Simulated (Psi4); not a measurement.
# UHF/3-21G run of CH2NOSi (SMILES O=C=N[SiH2])

What is the vertical doublet–quartet gap of CH2NOSi at UHF/3-21G? 

The results are computed with Psi4 1.11.

1 further run of the same task is left out (set aside as unsound or not needed).

### 1 The molecule

The species is CH2NOSi (6 atoms), meant as a doublet with charge 0. As SMILES, `O=C=N[SiH2]`. The shape is that of a PBE0-D4/def2-TZVP optimisation.

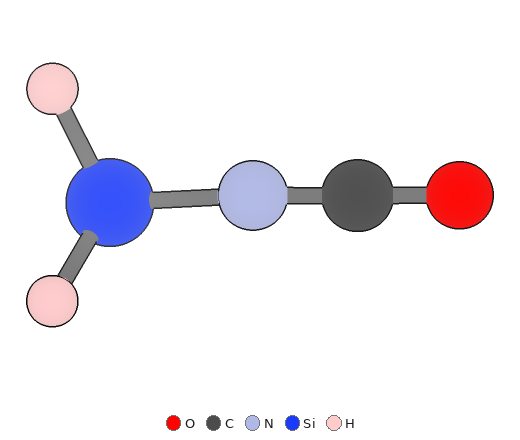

Viewed from a chosen angle; oxygen red, carbon dark grey, nitrogen light blue, silicon blue, hydrogen pink.

### 2 A single-point energy at UHF/3-21G

The input, run.py:

```python
import psi4

psi4.set_memory('1600 MB')
psi4.set_num_threads(1)
psi4.core.set_output_file('run.log', False)

molecule = psi4.geometry("""
0 2
O      1.089700    -2.025700     1.610400
C      0.648500    -1.177800     0.945400
N      0.216300    -0.284900     0.279200
Si    -0.683300     0.591600    -0.875300
H      0.261300     1.214200    -1.839100
H     -1.490500     1.618700    -0.166800
units angstrom
symmetry c1
""")

options = {'basis': '3-21G', 'reference': 'uhf', 'puream': True, 'e_convergence': 1e-09, 'd_convergence': 1e-08, 'scf_type': 'pk', 'maxiter': 200}
psi4.set_options(options)

energy_value, wavefunction = psi4.energy('hf', molecule=molecule, return_wfn=True)
psi4.oeprop(wavefunction, 'QUADRUPOLE', 'MAYER_INDICES', 'LOWDIN_CHARGES')
print(f'hf energy: {energy_value:.10f} Eh')
for k, v in sorted(psi4.core.scalar_variables().items()):
    print(f'{k:45s} {v:18.10f}')
```

On the command line:

```sh
$ python run.py
```

run.log:

```text
[...]
  Running in c1 symmetry.
[...]
  Nuclear repulsion =  130.138313311121266
[...]
  Multiplicity = 2
[...]
  Nalpha       = 19
  Nbeta        = 18
[...]
    Number of basis functions: 44
[...]
   @UHF iter   1:  -454.72416015144029   -8.13188e-01   9.62476e-03 ADIIS/DIIS
[...]
   @UHF iter  17:  -454.80084440592043   -8.52651e-13   5.34495e-09 DIIS
[...]
   @S^2 Observed:                7.544669337E-01
[...]
    Orbital Energies [Eh]
    ---------------------
    Alpha Occupied:
       1A    -68.350642     2A    -20.515947     3A    -15.514583
       4A    -11.363292     5A     -6.155860     6A     -4.257266
       7A     -4.248985     8A     -4.248898     9A     -1.483133
      10A     -1.262138    11A     -0.847583    12A     -0.706931
      13A     -0.660757    14A     -0.655644    15A     -0.627753
      16A     -0.525326    17A     -0.474564    18A     -0.425880
      19A     -0.330769
    Alpha Virtual:
      20A      0.141352    21A      0.175875    22A      0.221654
      23A      0.266759    24A      0.272843    25A      0.389776
[...]
  @UHF Final Energy:  -454.80084440592043
   => Energetics <=
    Nuclear Repulsion Energy =            130.1383133111212658
    One-Electron Energy =                -885.0750110328864366
    Two-Electron Energy =                 300.1358533158447699
    Total Energy =                       -454.8008444059204294
  UHF NO Occupations:
  HONO-2 :   17  A 1.9997153
  HONO-1 :   18  A 1.9983055
[...]
 Multipole Moments:
 ------------------------------------------------------------------------------------
     Multipole            Electronic (a.u.)      Nuclear  (a.u.)        Total (a.u.)
 ------------------------------------------------------------------------------------
 L = 1.  Multiply by 2.5417464519 to convert [e a0] to [Debye]
 Dipole X            :          0.7834373           -1.3705832           -0.5871458
 Dipole Y            :         -3.0502413            3.4804320            0.4301908
 Dipole Z            :          1.5563142           -2.2751166           -0.7188024
 Magnitude           :                                                    1.0229766
 L = 2.  Multiply by 1.3450342976 to convert [e a0^2] to [Debye ang]
 Quadrupole XX       :        -97.6630535           74.6061056          -23.0569479
 Quadrupole XY       :        105.4514606         -104.2454687            1.2059919
[...]
```

The script printed:

```text
hf energy: -454.8008444059 Eh
CURRENT ENERGY                                   -454.8008444059
CURRENT REFERENCE ENERGY                         -454.8008444059
DD SOLVATION ENERGY                                 0.0000000000
HF KINETIC ENERGY                                 453.9653382109
HF POTENTIAL ENERGY                              -908.7661826168
HF TOTAL ENERGY                                  -454.8008444059
HF VIRIAL RATIO                                     2.0018404625
NUCLEAR REPULSION ENERGY                          130.1383133111
ONE-ELECTRON ENERGY                              -885.0750110329
PCM POLARIZATION ENERGY                             0.0000000000
PE ENERGY                                           0.0000000000
SCF ITERATION ENERGY                             -454.8008444059
SCF ITERATIONS                                     17.0000000000
SCF TOTAL ENERGY                                 -454.8008444059
TWO-ELECTRON ENERGY                               300.1358533158
```

Wall time 2.3 s (1 thread of Intel Xeon Platinum 8223CL at 3.00GHz (Skylake/Cascade Lake), shared host); peak memory 0.18 GiB.

### 3 The quartet, same level

The input, ch2nosi.py:

```python
import psi4

psi4.set_memory('1600 MB')
psi4.set_num_threads(1)
psi4.core.set_output_file('psi4.out', False)

m = psi4.geometry("""
0 4
O      1.089700    -2.025700     1.610400
C      0.648500    -1.177800     0.945400
N      0.216300    -0.284900     0.279200
Si    -0.683300     0.591600    -0.875300
H      0.261300     1.214200    -1.839100
H     -1.490500     1.618700    -0.166800
symmetry c1
no_reorient
no_com
""")

psi4.set_options({
    'basis': '3-21G',
    'reference': 'uhf',
    'puream': True,
    'e_convergence': 1e-09,
    'd_convergence': 1e-08,
    'scf_type': 'pk',
    'maxiter': 200,
})

e = psi4.energy("scf", molecule=m)
print('E =', round(e, 9))
```

On the command line:

```sh
$ python ch2nosi.py
```

psi4.out:

```text
[...]
  Running in c1 symmetry.
[...]
  Nuclear repulsion =  130.138313311121237
[...]
  Multiplicity = 4
[...]
  Nalpha       = 20
  Nbeta        = 17
[...]
    Number of basis functions: 44
[...]
   @UHF iter   1:  -454.41395872724951   -5.02987e-01   8.32955e-03 ADIIS/DIIS
[...]
   @UHF iter  41:  -454.55410961638142    5.83213e-11   8.21904e-09 DIIS
[...]
   @S^2 Observed:                3.876714650E+00
[...]
    Orbital Energies [Eh]
    ---------------------
    Alpha Occupied:
       1A    -68.350073     2A    -20.547747     3A    -15.549588
       4A    -11.237293     5A     -6.156723     6A     -4.257610
       7A     -4.249850     8A     -4.249796     9A     -1.508987
      10A     -1.297123    11A     -0.873093    12A     -0.740133
      13A     -0.721256    14A     -0.694364    15A     -0.647594
      16A     -0.578617    17A     -0.577487    18A     -0.492165
      19A     -0.353221    20A     -0.158102
    Alpha Virtual:
      21A      0.134368    22A      0.181345    23A      0.243402
      24A      0.261500    25A      0.373190    26A      0.395389
[...]
  @UHF Final Energy:  -454.55410961638142
   => Energetics <=
    Nuclear Repulsion Energy =            130.1383133111212373
    One-Electron Energy =                -884.9385972051730960
    Two-Electron Energy =                 300.2461742776704341
    Total Energy =                       -454.5541096163814245
  UHF NO Occupations:
  HONO-2 :   18  A 1.0000000
  HONO-1 :   19  A 1.0000000
[...]
 Multipole Moments:
 ------------------------------------------------------------------------------------
     Multipole            Electronic (a.u.)      Nuclear  (a.u.)        Total (a.u.)
 ------------------------------------------------------------------------------------
 L = 1.  Multiply by 2.5417464519 to convert [e a0] to [Debye]
 Dipole X            :         -6.7794490            6.2876857           -0.4917633
 Dipole Y            :         27.2439369          -26.7422703            0.5016666
 Dipole Z            :        -12.4463563           11.8105993           -0.6357570
 Magnitude           :                                                    0.9474637
[...]
```

On the terminal:

```text
E = -454.554109616
```

Run time: 2.8 s. Hardware: 1 thread of Intel Xeon Platinum 8223CL at 3.00GHz (Skylake/Cascade Lake), shared host; peak memory 0.18 GiB.

### 4 Summary of results

At UHF/3-21G:

| quantity | value |
| --- | --- |
| doublet: total energy | -454.80084 Eh |
| doublet: dipole moment | 2.60 D |
| doublet: HOMO energy (highest over α and β) | -9.00 eV |
| doublet: LUMO energy (lowest over α and β) | 0.75 eV |
| doublet: ⟨S²⟩ | 0.754 |
| quartet: total energy | -454.55411 Eh |
| quartet: dipole moment | 2.41 D |
| quartet: HOMO energy (highest over α and β) | -4.30 eV |
| quartet: LUMO energy (lowest over α and β) | 0.01 eV |
| quartet: ⟨S²⟩ | 3.877 |
| vertical energy of the quartet above the doublet | 6.714 eV |

What this shows: At this shape the quartet lies 6.71 eV (648 kJ/mol) above the doublet. ⟨S²⟩ (quartet) is 3.88 where a pure quartet has 3.75: the reference is spin-contaminated.
